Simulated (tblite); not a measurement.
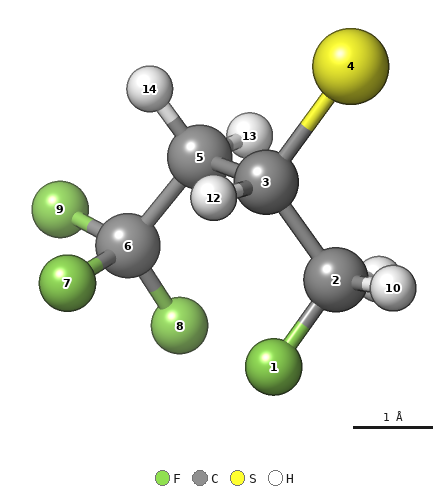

Figure 1. The starting structure (ball-and-stick view, seen at a tilt; atoms are numbered from 1 in the order of the input). Bond lengths as drawn: C–C 1.52 to 1.54 Å, C–F 1.34 to 1.37 Å, C–H 1.09 to 1.11 Å and C–S 1.86 Å.

## Run report: C₄H₅F₄S, geometry relaxation

The run: geometry relaxation of C₄H₅F₄S, multiplicity 2. Method and program: GFN2-xTB geometry optimisation, gas phase (tblite 0.8.0).

It belongs to a series of runs on one base structure; here: H added to sp2 C.

### Log
```
step      E/eV     max force
  0    -904.99096    1.029
  1    -905.03409    0.717
  2    -905.05424    0.344
  3    -905.06270    0.265
  4    -905.06872    0.175
  5    -905.07209    0.192
  6    -905.07540    0.165
  7    -905.07742    0.135
  8    -905.07902    0.087
  9    -905.08044    0.118
 10    -905.08185    0.112
 11    -905.08306    0.107
 12    -905.08420    0.099
 13    -905.08554    0.110
 14    -905.08718    0.144
 15    -905.08867    0.107
 16    -905.08959    0.068
 17    -905.09015    0.071
 18    -905.09065    0.074
 19    -905.09116    0.074
 20    -905.09165    0.057
 21    -905.09209    0.061
 22    -905.09253    0.057
 23    -905.09299    0.059
 24    -905.09337    0.051
 25    -905.09360    0.036
 26    -905.09373    0.032
 27    -905.09382    0.026
 28    -905.09391    0.023
 29    -905.09400    0.023
 30    -905.09408    0.024
 31    -905.09416    0.020
 32    -905.09424    0.023
 33    -905.09431    0.018
 34    -905.09436    0.016
 35    -905.09441    0.016
 36    -905.09447    0.025
 37    -905.09454    0.026
 38    -905.09459    0.015
 39    -905.09462    0.013
 40    -905.09464    0.012
 41    -905.09466    0.013
 42    -905.09468    0.012
 43    -905.09471    0.012
 44    -905.09473    0.012
 45    -905.09473    0.011
 46    -905.09475    0.008
```

### Trajectory as extended XYZ (Å, eV, eV/Å), 15 of the 47 frames kept, from step=0 to step=46
```
14
Properties=species:S:1:pos:R:3:forces:R:3 step=0 energy=-904.99096
F    -1.0239   -0.9747   -1.4616   -0.2410   0.0880  -0.0970
C    -1.5681   -0.3442   -0.3784    0.2290  -0.3050   0.5370
C    -0.6464    0.8141    0.0356   -0.3510   0.0710   0.3430
S    -1.5325    1.8808    1.2733    0.4420  -0.4760  -0.7980
C     0.6739    0.3656    0.6728   -0.0430   0.2540   0.3520
C     1.5072   -0.5527   -0.2014    0.6220  -0.2120  -0.0660
F     1.7146   -0.0616   -1.4456   -0.1410  -0.3640   0.6850
F     0.9971   -1.7889   -0.2987    0.3230   0.3580  -0.0580
F     2.7489   -0.7119    0.3611   -0.6870   0.1120  -0.4130
H    -2.5699   -0.0162   -0.6529   -0.0250   0.2440  -0.1330
H    -1.6647   -1.0968    0.4256    0.1400   0.1610  -0.1690
H    -0.4206    1.3780   -0.8768   -0.1570   0.2540   0.1970
H     0.4943   -0.1428    1.6318    0.0010  -0.0340  -0.2620
H     1.2895    1.2508    0.8928   -0.1130  -0.1510  -0.1200
14
Properties=species:S:1:pos:R:3:forces:R:3 step=3 energy=-905.06270
F    -1.0385   -0.9690   -1.4646   -0.1240   0.0210  -0.0460
C    -1.5642   -0.3501   -0.3652   -0.0320   0.0160  -0.0710
C    -0.6539    0.8126    0.0460    0.1570  -0.1680  -0.1310
S    -1.5132    1.8603    1.2334   -0.0480   0.0690  -0.1000
C     0.6721    0.3707    0.6799    0.0080  -0.0580  -0.0290
C     1.5170   -0.5522   -0.1930   -0.1540   0.0220   0.0650
F     1.7091   -0.0751   -1.4238   -0.0390   0.0470  -0.0910
F     1.0110   -1.7809   -0.3021    0.0160  -0.1050   0.0220
F     2.7327   -0.7077    0.3479    0.2130   0.0360   0.1030
H    -2.5634   -0.0040   -0.6560    0.0820   0.1200   0.0540
H    -1.6565   -1.0970    0.4255    0.0690  -0.0850   0.0770
H    -0.4323    1.3907   -0.8612   -0.1120   0.1030   0.1190
H     0.4932   -0.1476    1.6230   -0.0340  -0.0780   0.0330
H     1.2863    1.2487    0.8882   -0.0020   0.0590  -0.0040
14
Properties=species:S:1:pos:R:3:forces:R:3 step=7 energy=-905.07742
F    -1.0634   -0.9694   -1.4787   -0.0660  -0.0490  -0.0490
C    -1.5632   -0.3555   -0.3663    0.0270   0.0090  -0.0130
C    -0.6427    0.7963    0.0390   -0.0630   0.1050   0.0570
S    -1.5164    1.8653    1.2064   -0.0390   0.0160   0.0000
C     0.6758    0.3640    0.6827   -0.0100  -0.0070   0.0050
C     1.5194   -0.5560   -0.1878    0.0690  -0.0020   0.0000
F     1.6993   -0.0751   -1.4223   -0.0010  -0.0310   0.0280
F     1.0209   -1.7896   -0.2966    0.0680   0.0110   0.0420
F     2.7451   -0.6982    0.3529   -0.0190   0.0160  -0.0470
H    -2.5531    0.0203   -0.6452   -0.0140   0.0170   0.0910
H    -1.6437   -1.1054    0.4296    0.0080   0.0090  -0.0820
H    -0.4486    1.4105   -0.8464    0.0510  -0.0370  -0.0510
H     0.4878   -0.1593    1.6239    0.0070   0.0040  -0.0090
H     1.2822    1.2517    0.8866   -0.0170  -0.0600   0.0280
14
Properties=species:S:1:pos:R:3:forces:R:3 step=10 energy=-905.08185
F    -1.0828   -0.9753   -1.4908   -0.0380   0.0750   0.0310
C    -1.5605   -0.3550   -0.3703   -0.0420   0.0530  -0.0020
C    -0.6435    0.8005    0.0400    0.0340  -0.0440  -0.0560
S    -1.5262    1.8725    1.1994    0.0140  -0.0370  -0.0280
C     0.6753    0.3599    0.6840   -0.0390   0.0260  -0.0050
C     1.5266   -0.5577   -0.1861   -0.0930   0.0470   0.0410
F     1.6957   -0.0777   -1.4213    0.0210  -0.0320  -0.0150
F     1.0335   -1.7939   -0.2876    0.0410  -0.0120   0.0090
F     2.7517   -0.6915    0.3505    0.0440   0.0260  -0.0200
H    -2.5519    0.0320   -0.6269   -0.0360  -0.0280   0.0250
H    -1.6374   -1.1084    0.4201    0.0140  -0.0170  -0.0180
H    -0.4467    1.4122   -0.8487    0.0530  -0.0510   0.0010
H     0.4861   -0.1639    1.6242   -0.0080  -0.0080  -0.0100
H     1.2793    1.2457    0.8913    0.0340   0.0020   0.0470
14
Properties=species:S:1:pos:R:3:forces:R:3 step=13 energy=-905.08554
F    -1.1069   -0.9688   -1.4998    0.0110   0.0840  -0.0460
C    -1.5639   -0.3495   -0.3721   -0.0340  -0.0450   0.0300
C    -0.6412    0.8000    0.0350    0.0200  -0.0240  -0.0060
S    -1.5322    1.8729    1.1873    0.0280  -0.0080  -0.0150
C     0.6715    0.3595    0.6861    0.0680  -0.0260   0.0210
C     1.5266   -0.5548   -0.1810    0.0880  -0.0440  -0.0490
F     1.6941   -0.0855   -1.4207   -0.0360   0.0140  -0.0210
F     1.0511   -1.7983   -0.2770   -0.0440   0.0010   0.0200
F     2.7604   -0.6792    0.3445   -0.0250   0.0680   0.0330
H    -2.5585    0.0393   -0.6059   -0.0720  -0.0110  -0.0140
H    -1.6293   -1.1129    0.4084    0.0020  -0.0080   0.0540
H    -0.4357    1.4065   -0.8528    0.0410  -0.0100  -0.0460
H     0.4824   -0.1694    1.6228   -0.0420  -0.0140   0.0120
H     1.2809    1.2397    0.9031   -0.0030   0.0230   0.0260
14
Properties=species:S:1:pos:R:3:forces:R:3 step=16 energy=-905.08959
F    -1.1363   -0.9469   -1.5170    0.0020   0.0210  -0.0510
C    -1.5733   -0.3467   -0.3717    0.0370  -0.0180  -0.0040
C    -0.6346    0.7955    0.0271   -0.0200   0.0310   0.0390
S    -1.5343    1.8721    1.1694    0.0540   0.0420   0.0020
C     0.6741    0.3553    0.6903   -0.0060  -0.0250  -0.0060
C     1.5342   -0.5546   -0.1789    0.0340   0.0060   0.0020
F     1.6871   -0.0938   -1.4239   -0.0370   0.0030   0.0050
F     1.0678   -1.8036   -0.2610   -0.0150   0.0320   0.0080
F     2.7707   -0.6545    0.3419    0.0060   0.0060   0.0130
H    -2.5756    0.0450   -0.5808    0.0330  -0.0360   0.0120
H    -1.6189   -1.1203    0.4017   -0.0120   0.0140   0.0190
H    -0.4156    1.3956   -0.8635   -0.0100  -0.0360  -0.0120
H     0.4718   -0.1788    1.6222   -0.0110  -0.0140  -0.0130
H     1.2823    1.2351    0.9221   -0.0550  -0.0260  -0.0140
14
Properties=species:S:1:pos:R:3:forces:R:3 step=20 energy=-905.09165
F    -1.1475   -0.9322   -1.5314    0.0170  -0.0040   0.0370
C    -1.5718   -0.3475   -0.3722   -0.0180   0.0050   0.0000
C    -0.6337    0.7948    0.0269    0.0060  -0.0290  -0.0280
S    -1.5235    1.8824    1.1630    0.0310   0.0460   0.0030
C     0.6720    0.3501    0.6916   -0.0160   0.0140   0.0150
C     1.5389   -0.5523   -0.1766   -0.0450   0.0030   0.0050
F     1.6783   -0.0962   -1.4246    0.0150   0.0130   0.0090
F     1.0729   -1.8015   -0.2528    0.0170  -0.0260   0.0010
F     2.7769   -0.6429    0.3420   -0.0180  -0.0030  -0.0280
H    -2.5770    0.0402   -0.5678   -0.0100   0.0060   0.0010
H    -1.6150   -1.1218    0.4008    0.0360  -0.0270  -0.0350
H    -0.4093    1.3834   -0.8699   -0.0140   0.0000  -0.0030
H     0.4649   -0.1873    1.6198   -0.0040  -0.0270   0.0050
H     1.2733    1.2303    0.9288    0.0020   0.0290   0.0180
14
Properties=species:S:1:pos:R:3:forces:R:3 step=23 energy=-905.09299
F    -1.1609   -0.9193   -1.5413    0.0240  -0.0210   0.0070
C    -1.5735   -0.3468   -0.3726   -0.0130  -0.0150   0.0180
C    -0.6323    0.7913    0.0231   -0.0150   0.0470   0.0330
S    -1.5098    1.8988    1.1530    0.0150   0.0180  -0.0220
C     0.6674    0.3470    0.6959    0.0300  -0.0130   0.0050
C     1.5379   -0.5499   -0.1728    0.0430  -0.0280  -0.0280
F     1.6715   -0.0981   -1.4229   -0.0160   0.0200  -0.0040
F     1.0846   -1.8046   -0.2428   -0.0140  -0.0080  -0.0060
F     2.7809   -0.6300    0.3364   -0.0230   0.0060   0.0080
H    -2.5812    0.0397   -0.5511   -0.0400   0.0130  -0.0100
H    -1.6035   -1.1293    0.3918    0.0210  -0.0400  -0.0100
H    -0.4042    1.3724   -0.8768    0.0010   0.0180  -0.0200
H     0.4572   -0.2003    1.6180   -0.0100   0.0090   0.0060
H     1.2653    1.2286    0.9402   -0.0040  -0.0040   0.0220
14
Properties=species:S:1:pos:R:3:forces:R:3 step=26 energy=-905.09373
F    -1.1584   -0.9170   -1.5410    0.0010   0.0020   0.0080
C    -1.5748   -0.3477   -0.3711    0.0060   0.0050   0.0060
C    -0.6332    0.7931    0.0239    0.0030  -0.0040  -0.0050
S    -1.5000    1.9101    1.1500   -0.0110   0.0150  -0.0170
C     0.6667    0.3454    0.6973   -0.0100  -0.0010  -0.0090
C     1.5377   -0.5504   -0.1737   -0.0050   0.0110   0.0050
F     1.6681   -0.0952   -1.4229   -0.0110  -0.0040  -0.0050
F     1.0853   -1.8060   -0.2420   -0.0030   0.0120  -0.0210
F     2.7797   -0.6276    0.3352    0.0160  -0.0070   0.0070
H    -2.5846    0.0376   -0.5489    0.0070  -0.0150   0.0040
H    -1.5976   -1.1360    0.3879   -0.0020  -0.0050   0.0040
H    -0.4045    1.3693   -0.8803    0.0020   0.0020   0.0120
H     0.4538   -0.2043    1.6178   -0.0050   0.0160  -0.0040
H     1.2612    1.2285    0.9456    0.0100  -0.0270   0.0150
14
Properties=species:S:1:pos:R:3:forces:R:3 step=30 energy=-905.09408
F    -1.1582   -0.9149   -1.5403    0.0010  -0.0020  -0.0080
C    -1.5743   -0.3481   -0.3692    0.0060  -0.0080  -0.0020
C    -0.6332    0.7936    0.0238    0.0000   0.0050   0.0050
S    -1.4982    1.9186    1.1435   -0.0100   0.0030  -0.0100
C     0.6654    0.3444    0.6976    0.0070   0.0020   0.0150
C     1.5377   -0.5494   -0.1738   -0.0050  -0.0060  -0.0080
F     1.6646   -0.0945   -1.4234    0.0130   0.0140   0.0040
F     1.0859   -1.8048   -0.2454   -0.0010  -0.0080  -0.0020
F     2.7806   -0.6267    0.3349   -0.0200   0.0010  -0.0140
H    -2.5855    0.0338   -0.5455    0.0030  -0.0060   0.0080
H    -1.5945   -1.1398    0.3869    0.0020   0.0140   0.0120
H    -0.4033    1.3683   -0.8806    0.0040  -0.0020  -0.0080
H     0.4502   -0.2043    1.6174   -0.0100  -0.0170   0.0070
H     1.2620    1.2233    0.9520    0.0120   0.0100   0.0000
14
Properties=species:S:1:pos:R:3:forces:R:3 step=33 energy=-905.09431
F    -1.1599   -0.9128   -1.5417    0.0030  -0.0070  -0.0010
C    -1.5731   -0.3490   -0.3682    0.0050   0.0090   0.0050
C    -0.6325    0.7941    0.0236    0.0030   0.0120   0.0060
S    -1.4990    1.9260    1.1356   -0.0040  -0.0090  -0.0070
C     0.6647    0.3436    0.7001    0.0000  -0.0050  -0.0020
C     1.5363   -0.5490   -0.1743    0.0020  -0.0010  -0.0010
F     1.6634   -0.0921   -1.4233   -0.0050   0.0170   0.0030
F     1.0874   -1.8053   -0.2477   -0.0130   0.0000   0.0000
F     2.7796   -0.6250    0.3323    0.0050  -0.0040   0.0050
H    -2.5856    0.0303   -0.5399   -0.0060   0.0050  -0.0010
H    -1.5909   -1.1407    0.3875    0.0130   0.0030   0.0100
H    -0.4010    1.3666   -0.8820    0.0070  -0.0090  -0.0070
H     0.4455   -0.2075    1.6180    0.0020  -0.0090  -0.0040
H     1.2645    1.2203    0.9578   -0.0120  -0.0010  -0.0050
14
Properties=species:S:1:pos:R:3:forces:R:3 step=36 energy=-905.09447
F    -1.1541   -0.9154   -1.5384   -0.0050   0.0000   0.0180
C    -1.5710   -0.3492   -0.3668   -0.0080  -0.0010   0.0000
C    -0.6324    0.7959    0.0248    0.0000  -0.0170  -0.0180
S    -1.5008    1.9275    1.1340   -0.0040  -0.0020   0.0010
C     0.6646    0.3436    0.7007   -0.0070   0.0000  -0.0040
C     1.5344   -0.5491   -0.1757   -0.0010   0.0080   0.0080
F     1.6639   -0.0867   -1.4226   -0.0060   0.0000   0.0070
F     1.0822   -1.8041   -0.2527    0.0000   0.0130  -0.0070
F     2.7770   -0.6292    0.3322    0.0030  -0.0090   0.0010
H    -2.5843    0.0272   -0.5424    0.0060   0.0080   0.0030
H    -1.5896   -1.1386    0.3919    0.0130   0.0060  -0.0040
H    -0.4009    1.3661   -0.8823    0.0100  -0.0020  -0.0020
H     0.4449   -0.2084    1.6181    0.0070  -0.0010  -0.0070
H     1.2654    1.2198    0.9571   -0.0090  -0.0030   0.0040
14
Properties=species:S:1:pos:R:3:forces:R:3 step=39 energy=-905.09462
F    -1.1552   -0.9153   -1.5370   -0.0070  -0.0070  -0.0020
C    -1.5703   -0.3489   -0.3653   -0.0010  -0.0070  -0.0020
C    -0.6315    0.7961    0.0232   -0.0010  -0.0030  -0.0030
S    -1.5025    1.9310    1.1273    0.0070  -0.0010   0.0010
C     0.6633    0.3424    0.7019    0.0020   0.0030   0.0030
C     1.5337   -0.5480   -0.1753    0.0020   0.0030  -0.0030
F     1.6616   -0.0819   -1.4210    0.0040  -0.0010  -0.0040
F     1.0809   -1.8024   -0.2557    0.0010   0.0040  -0.0060
F     2.7767   -0.6302    0.3311   -0.0060  -0.0040   0.0010
H    -2.5844    0.0265   -0.5381    0.0030   0.0010   0.0030
H    -1.5831   -1.1376    0.3939   -0.0050   0.0000   0.0010
H    -0.3965    1.3629   -0.8850    0.0040   0.0020  -0.0020
H     0.4427   -0.2126    1.6170   -0.0010   0.0020   0.0030
H     1.2640    1.2174    0.9609   -0.0040   0.0080   0.0100
14
Properties=species:S:1:pos:R:3:forces:R:3 step=43 energy=-905.09471
F    -1.1586   -0.9176   -1.5372   -0.0040  -0.0040  -0.0020
C    -1.5701   -0.3499   -0.3651    0.0030   0.0070   0.0030
C    -0.6306    0.7955    0.0216    0.0070   0.0030   0.0040
S    -1.5015    1.9322    1.1242    0.0040   0.0000  -0.0020
C     0.6631    0.3426    0.7029    0.0010  -0.0020  -0.0040
C     1.5338   -0.5466   -0.1757   -0.0010  -0.0010   0.0010
F     1.6619   -0.0799   -1.4212    0.0080   0.0080   0.0030
F     1.0805   -1.8007   -0.2587   -0.0080  -0.0010  -0.0010
F     2.7761   -0.6315    0.3311    0.0080   0.0040   0.0020
H    -2.5839    0.0268   -0.5351   -0.0050  -0.0020  -0.0020
H    -1.5814   -1.1375    0.3951   -0.0060  -0.0040   0.0010
H    -0.3932    1.3617   -0.8866   -0.0040  -0.0050   0.0010
H     0.4414   -0.2138    1.6170   -0.0010   0.0020  -0.0040
H     1.2618    1.2183    0.9656   -0.0010  -0.0030  -0.0020
14
Properties=species:S:1:pos:R:3:forces:R:3 step=46 energy=-905.09475
F    -1.1578   -0.9200   -1.5358   -0.0030   0.0020   0.0050
C    -1.5695   -0.3501   -0.3645   -0.0070  -0.0040   0.0000
C    -0.6301    0.7956    0.0216   -0.0050  -0.0050  -0.0030
S    -1.5006    1.9323    1.1240    0.0000   0.0030   0.0000
C     0.6633    0.3428    0.7029    0.0010  -0.0010   0.0010
C     1.5335   -0.5462   -0.1762    0.0050   0.0010   0.0020
F     1.6635   -0.0771   -1.4207    0.0060   0.0030   0.0050
F     1.0777   -1.7993   -0.2617    0.0030   0.0040   0.0000
F     2.7755   -0.6335    0.3315    0.0000  -0.0010  -0.0010
H    -2.5835    0.0257   -0.5361    0.0000   0.0020   0.0010
H    -1.5821   -1.1369    0.3968   -0.0030   0.0010  -0.0030
H    -0.3929    1.3609   -0.8870   -0.0030  -0.0010  -0.0020
H     0.4413   -0.2136    1.6167   -0.0010  -0.0020  -0.0010
H     1.2611    1.2188    0.9662    0.0060  -0.0020  -0.0030
```

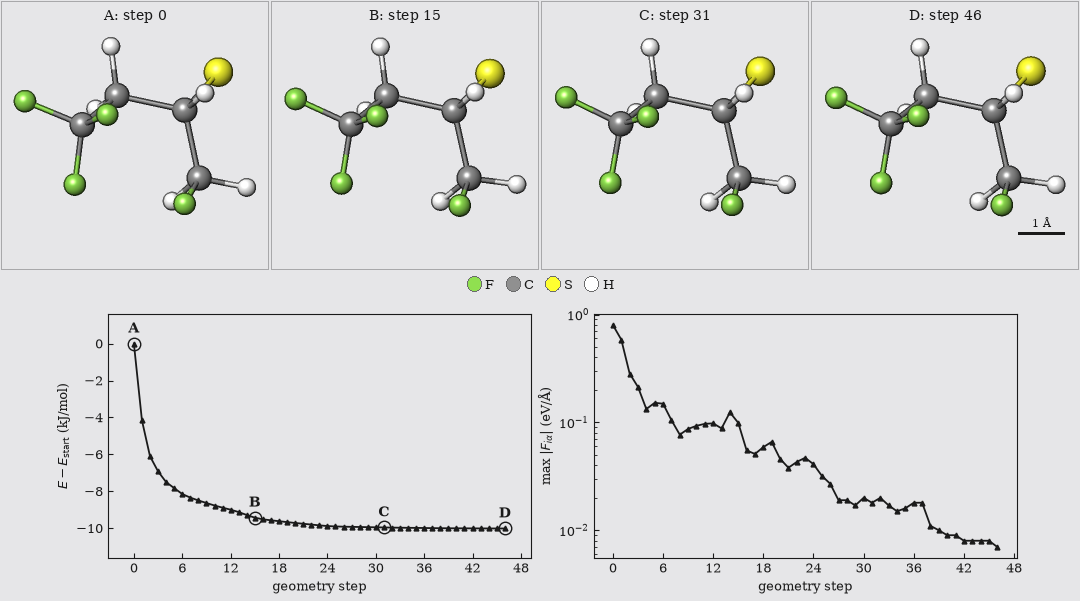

Figure 2. Frames of the relaxation (ball-and-stick view, seen at a tilt) above the curves, on which the letters mark them (steps are counted from 0).

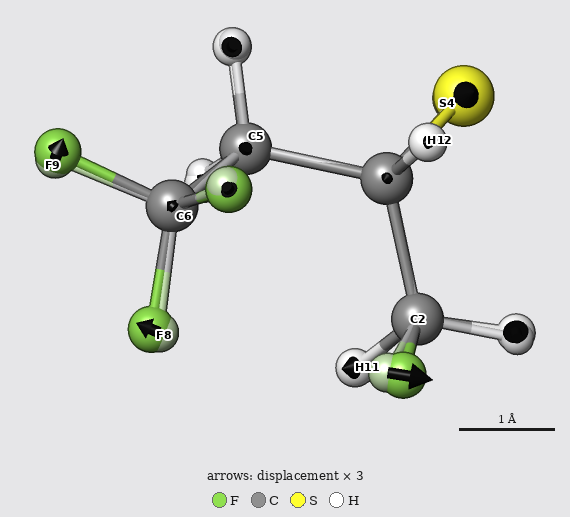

Figure 3. Start (faint) and end (solid) with the displacements as black arrows, magnified 3 times (ball-and-stick view, seen at a tilt). The two geometries are laid on each other by the best rigid fit. After 46 geometry steps the energy has fallen by 10.0 kJ/mol. Largest force component: 0.8 eV/Å at the start, 0.007 eV/Å at the end. The largest moves after the best rigid fit, 0.16 Å, are those of F1 and S4. Largest moves by element: F 0.16 Å, S 0.16 Å, H 0.12 Å, C 0.04 Å. Distances before and after: C3–S4 1.859 → 1.807 Å, C6–F9 1.372 → 1.345 Å, C6–F7 1.354 → 1.336 Å, C2–H11 1.106 → 1.095 Å. Among the angles that change: S4–C3–H12 110.9° → 106.6°, C3–C2–H10 113.1° → 110.5°, H10–C2–H11 107.9° → 110.2°. (Atoms are counted from 1 in the order of the input.)

This output came from the following input.

### Input file
```
{"job": {"kind": "relax", "xc": "GFN2-xTB", "basis": "xTB"}, "charge": 0, "multiplicity": 2}
F     -1.023900    -0.974700    -1.461600
C     -1.568100    -0.344200    -0.378400
C     -0.646400     0.814100     0.035600
S     -1.532500     1.880800     1.273300
C      0.673900     0.365600     0.672800
C      1.507200    -0.552700    -0.201400
F      1.714600    -0.061600    -1.445600
F      0.997100    -1.788900    -0.298700
F      2.748900    -0.711900     0.361100
H     -2.569900    -0.016200    -0.652900
H     -1.664700    -1.096800     0.425600
H     -0.420600     1.378000    -0.876800
H      0.494300    -0.142800     1.631800
H      1.289500     1.250800     0.892800
```

The first line tells a small driver script what to run in tblite; the rest is the geometry in Å.

Command:
```bash
OMP_NUM_THREADS=1 python <driver script> task.json out
```

### Summary

```tsv
quantity	value
outcome	converged
total energy	−905.0947 eV
hardware	1 CPU thread, shared host
peak memory	0.18 GiB
```
